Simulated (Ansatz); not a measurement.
**Scan of one atom of the cell for Sn (diamond)**

Starting cell, Sn (diamond):

```
Sn
1.0
    0.00000     3.28336     3.28336
    3.28336     0.00000     3.28336
    3.28336     3.28336     0.00000
Sn
2
Direct
  0.25000   0.25000   0.25000
  0.00000   0.00000   0.00000
```

In this cell atom 1 (Sn, nearest neighbour Sn at 2.843 Å; its periodic images, 4.6 Å or more away, move with it) is moved by s towards the nearest neighbour, unit vector (-0.577, -0.577, -0.577); all other atoms and the cell stay fixed.

Level of theory: r2SCAN (plane waves to 500 eV, PAW, scalar-relativistic; Ansatz, a quantum-chemistry and plane-wave program). k mesh 10×10×10 (Γ-centred), Fermi-Dirac smearing 0.05 eV. E stands for the smeared free energy. Stress and pressure are positive under compression. With partly filled bands, energies and forces of such displacements shift with the k mesh and the smearing. Sn was relaxed with its symmetry unable to fall. The zero of ΔE is the undisplaced structure.

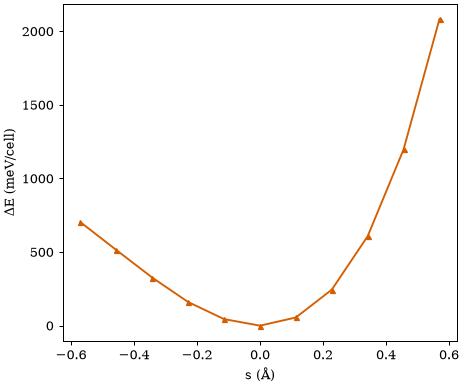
Figure: ΔE (meV/cell) against s (Å); computed points joined by lines.

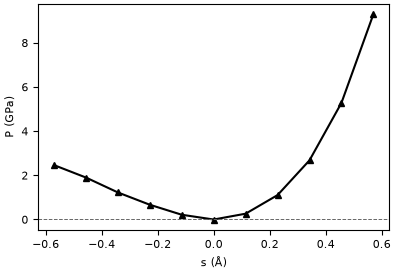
Fig. 1. P (GPa) against s (Å); markers are the computed points, lines only join them.

The force along the line at s = -0.570 Å is 1.61 eV/Å. The force constant k = d²E/ds² at s = 0 (finite differences) comes out as 7.65 eV/Å² and the zone-centre optical wavenumber from k is 187 cm⁻¹. Symmetry of the curve: not even: the positive side lies higher at ±0.570 Å. Harmonic estimate at the end of the scan: ½ks² = 1242 meV/cell against the computed 2084 meV/cell, so the well is stiffer than harmonic there.

With its periodic images moving along, the atom's site symmetry in this cell is -43m.

(For displaced atoms, the force is minus the slope of the energy, and its curvature is a force constant, which sets phonon frequencies.)
